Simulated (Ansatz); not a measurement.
## Electronic structure of C₄H₁₁FSi in real space

The calculation's input:

```
basis:
  gaussian:
    orbitals: def2-SVPD
crystal:
  periodic: [false, false, false]
  atoms:
    - symbol: C
      position_ang: [-1.669487, 1.158857, -0.879591]
    - symbol: C
      position_ang: [1.425308, 1.075417, -1.304238]
    - symbol: C
      position_ang: [-1.943338, -0.061033, -1.778552]
    - symbol: C
      position_ang: [0.067667, 3.631137, -0.182646]
    - symbol: F
      position_ang: [-0.310800, 2.707085, -2.839908]
    - symbol: Si
      position_ang: [-0.122068, 2.143732, -1.317032]
    - symbol: H
      position_ang: [-2.527994, 1.844839, -0.911297]
    - symbol: H
      position_ang: [-1.585868, 0.839455, 0.170135]
    - symbol: H
      position_ang: [1.603530, 0.650313, -0.308434]
    - symbol: H
      position_ang: [2.310471, 1.661327, -1.578123]
    - symbol: H
      position_ang: [1.346576, 0.242659, -2.012299]
    - symbol: H
      position_ang: [-2.059277, 0.236416, -2.826836]
    - symbol: H
      position_ang: [-2.859866, -0.583680, -1.479776]
    - symbol: H
      position_ang: [-1.122554, -0.786414, -1.731523]
    - symbol: H
      position_ang: [0.936289, 4.237926, -0.463894]
    - symbol: H
      position_ang: [-0.817234, 4.277027, -0.221580]
    - symbol: H
      position_ang: [0.205093, 3.317605, 0.859843]
magnetization:
  spin_polarized: false
  initial_magnetization: 0
hamiltonian:
  xc: pbe0
output: {forces: true, orbitals: {seedname: orbitals}}
```

Launched as:

```sh
ansatz run input.yaml --threads 2 --pin off --max-ram 4350MiB --events-out events.jsonl --progress --plain --runs-dir runs
```

Geometry: B3LYP/6-31G*.

All numbers below come from Ansatz, isolated molecule in a Gaussian basis; Kohn-Sham density functional theory, functional PBE0.

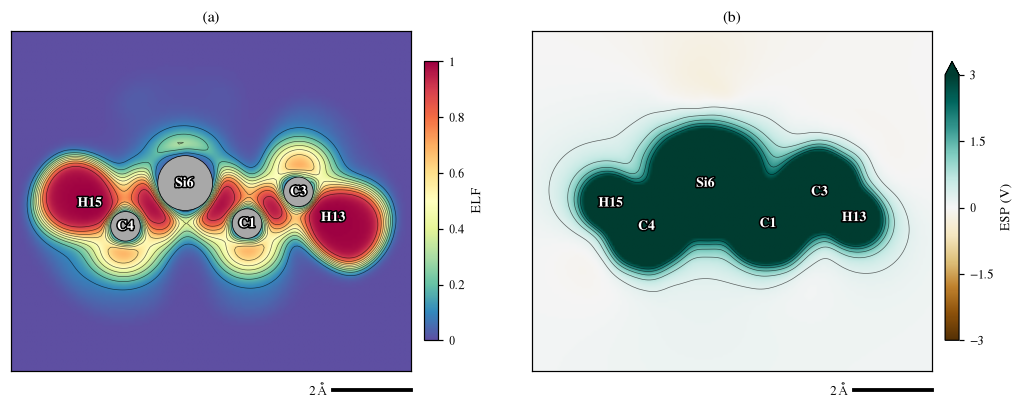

Figure 1. (a) ELF; (b) electrostatic potential on the plane of atoms C1, C3 and H13. Grey discs cover the atomic cores in the ELF map.

**What does the map show?**

The plane passes through C, Si and H nuclei.
C–C (1.54 Å): the ELF peaks at about 0.95 between the atoms; a shared electron pair.
C–Si (1.88 Å): the ELF peaks at about 0.95 between the atoms; a covalent bond.
C–H (1.10 Å): the ELF climbs to about 1 towards the hydrogen, as it does in any bond to H (a covalent bond by its length).
The potential has no marked negative region in this plane.

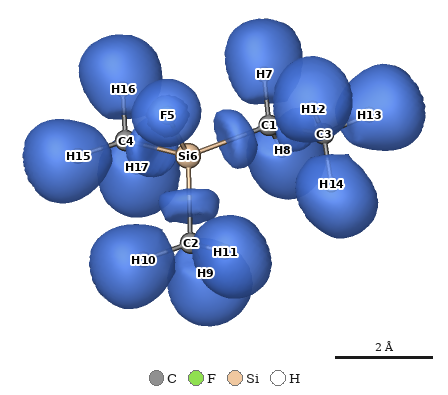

Figure 2. Isosurface of the ELF at 0.8 (blue), seen at an oblique angle. Only the valence region is drawn (cores and ρ < 0.01 e/Å³ removed).

**Describe the localisation domains.**

The surface consists of one region between bonded C–C atoms (shared pairs), three regions between bonded C–Si atoms (shared pairs), eleven regions around hydrogen nuclei and one region wrapped around F (its lone pairs, merged into a ring or cap). Along the contacts the grid gives the following. Si–F (1.63 Å): the ELF peaks at about 0.85 in the valence shell of F, 0.7 Å from its nucleus, and is about 0.40 at the midpoint.

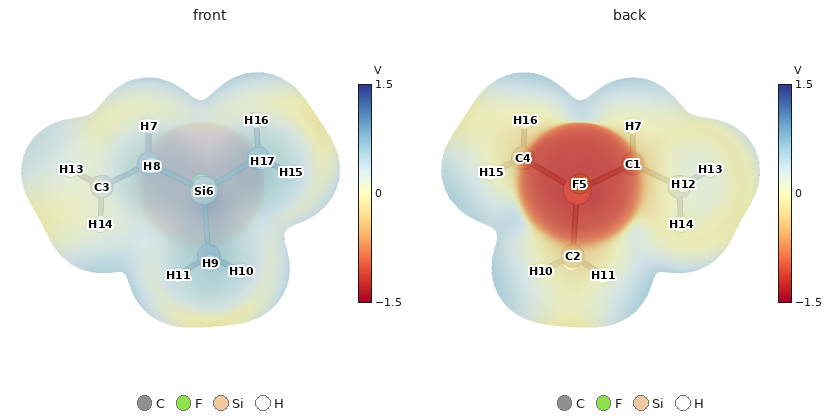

Figure 3. The electrostatic potential painted on the density surface at 0.001 e/bohr³, seen from the front and from behind; red is negative and blue positive.

**Which sites attract a positive test charge, and which a negative one?**

A positive charge is drawn to the negative regions and a negative charge to the positive ones. The most negative region (about −1.2 V) lies over F5, the most positive (about +0.7 V) over Si6, H9 and H17.

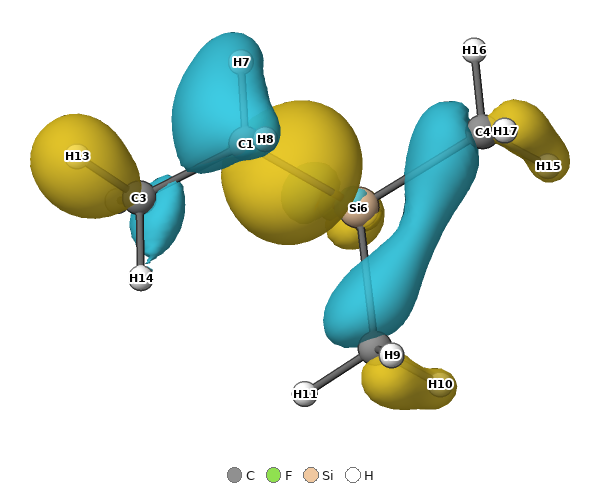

Figure 4. The HOMO at ±0.15 Å⁻³ᐟ² (yellow and cyan are the two phases), seen across its widest extent.

**Where does this orbital lie, and at what energy?**

It lies mainly on C1 (about 30 %), Si6 (about 20 %), C3 (about 10 %), C2 (about 5 %), C4 (about 5 %) and H13 (about 5 %). Its energy is −8.18 eV.
